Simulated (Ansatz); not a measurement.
GeH$_{4}$S$_{3}$ (SMILES [SH][GeH]([SH])[SH])

Input

```
crystal:
  periodic: [false, false, false]
  atoms:
    - {symbol: S, position_ang: [-1.116469, 1.860643, -0.569713]}
    - {symbol: Ge, position_ang: [0.128261, 0.264584, 0.323376]}
    - {symbol: S, position_ang: [2.046063, 0.198436, -0.782197]}
    - {symbol: S, position_ang: [-0.747016, -1.763530, 0.108591]}
    - {symbol: H, position_ang: [-1.230680, 1.225084, -1.748136]}
    - {symbol: H, position_ang: [0.292105, 0.642970, 1.803368]}
    - {symbol: H, position_ang: [2.442490, -0.945859, -0.197396]}
    - {symbol: H, position_ang: [-1.722553, -1.539428, 1.006304]}
basis:
  gaussian: {orbitals: def2-TZVPP}
hamiltonian: {xc: pbe0, dispersion: d4}
output: {orbitals: {seedname: orbitals}}
```

Run with:

```sh
ansatz run in.yaml --threads 4 --pin off --events-out ev --progress --plain --max-ram 10444MiB
```

Geometry: PBE0-D4/def2-TZVP.

These are results of RKS PBE0-D4/def2-TZVPP in Ansatz 0.2.0, not measurements.

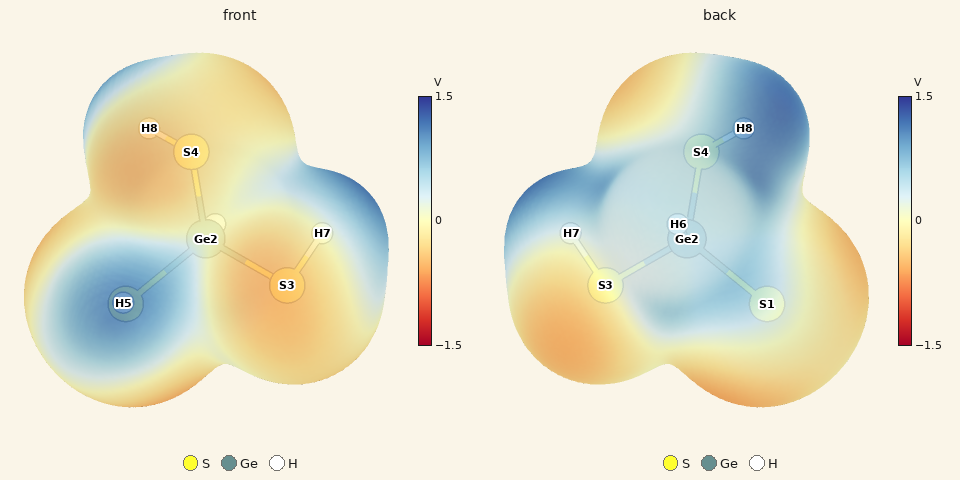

Figure 1. The molecular electrostatic potential painted on the density surface at 0.001 e/bohr³, seen from the front and from behind; red is negative and blue positive.

Question: Which sites attract a positive test charge, and which a negative one?

Answer: A positive charge is drawn to the negative regions and a negative charge to the positive ones. The most negative region (about −0.6 V) lies over S1 and S3, the most positive (about +1.2 V) over H8.

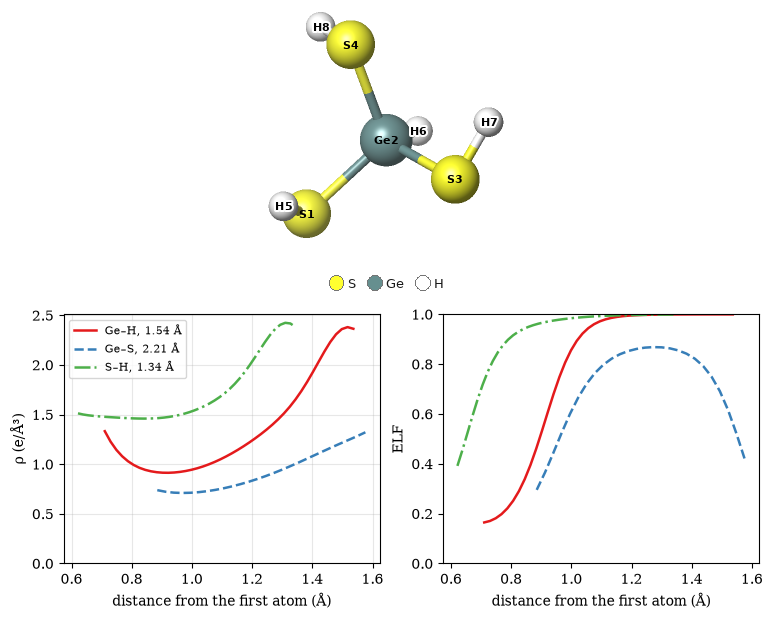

Figure 2. Electron density and ELF along straight lines between neighbouring atoms. The curves leave out the atomic cores. The structure is drawn too.

Question: What can be read from the curves?

Answer: Ge–H (1.54 Å): ρ at the midpoint is about 1.1 e/Å³; the ELF climbs to about 1 towards the hydrogen.
Ge–S (2.21 Å): ρ is about 0.76 e/Å³ halfway; the ELF peaks at about 0.85 in the valence shell of S, 0.9 Å from its nucleus, and is about 0.80 at the midpoint.
S–H (1.34 Å): ρ is about 1.5 e/Å³ halfway; the ELF climbs to about 1 towards the hydrogen.

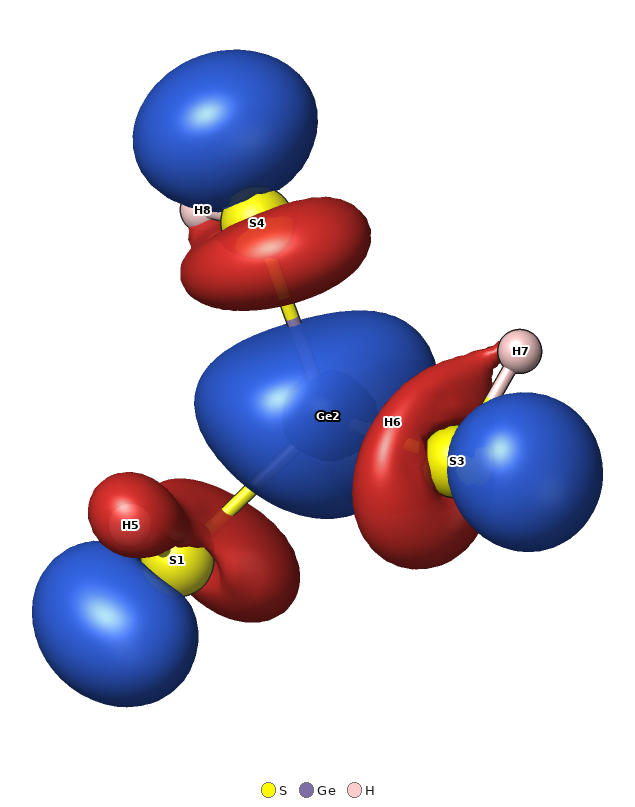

Figure 3. The LUMO at ±0.1 Å⁻³ᐟ² (blue and red are the two phases), seen at a tilt.

Question: Where does this orbital lie, and at what energy?

Answer: Its weight (Hirshfeld) is mainly on Ge2 (about 25 %), S4 (about 25 %), S1 (about 20 %), S3 (about 15 %) and H6 (about 10 %). Its energy is −0.89 eV.
